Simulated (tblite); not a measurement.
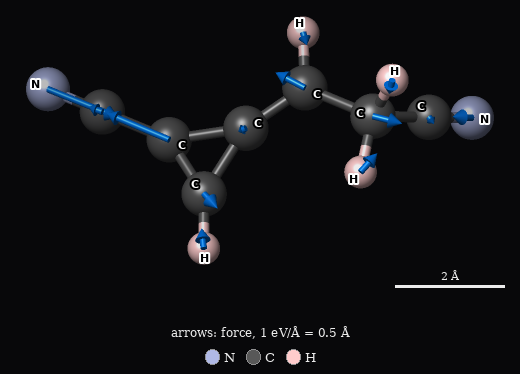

Starting geometry of C₇H₄N₂ with the computed forces as blue arrows. Style: ball-and-stick. Shown at a tilt.

All numbers below come from GFN2-xTB geometry optimisation, gas phase (tblite). 

### What follows when this structure is relaxed?

It isn't relaxed: the largest force vector, on an N atom, is 3.03 eV/Å. The final displacements have little in common with the starting forces (cosine between the two patterns 0.20). The atom that moves furthest after the best rigid fit is an N atom (0.27 Å). Largest moves by element: N 0.27 Å, H 0.24 Å, C 0.12 Å. Some distances before and after: C–C 1.443 → 1.373 Å, C–C 1.477 → 1.510 Å, C–C 1.471 → 1.444 Å, C–H 1.088 → 1.063 Å. Among the angles between lasting bonds that change: C–C–H 106.8° → 110.8°, C–C–H 112.1° → 108.5°, C–C–H 120.2° → 116.7°. The energy falls by 5.59 kcal/mol in 80 geometry steps. Cost: 0.33 s on 1 thread of Arm Neoverse V2, with other jobs on the host.
